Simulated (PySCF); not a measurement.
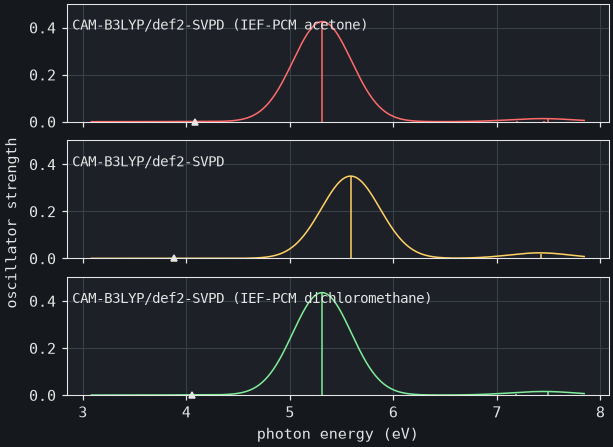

Vertical TDDFT spectra of C₆H₈O (1-cyclopentene-1-carbaldehyde), SMILES O=CC1=CCCC1 at one geometry and several levels (PySCF, at a PBE0-D3(BJ)/def2-SVP geometry (no frequency check)); sticks with Gaussians of 1/e half-width 0.40 eV, the triangle marks S1, which has the same leading orbital pair at all these levels. Only the lowest states were computed, so the high end is incomplete.

**Order the levels by their S1 energy.**

From lowest to highest: CAM-B3LYP/def2-SVPD 3.88 eV, CAM-B3LYP/def2-SVPD (IEF-PCM dichloromethane) 4.06 eV, CAM-B3LYP/def2-SVPD (IEF-PCM acetone) 4.08 eV; a spread of 0.20 eV.

Limits of at least one run: core orbitals are frozen in the response; one conformer of a flexible molecule.
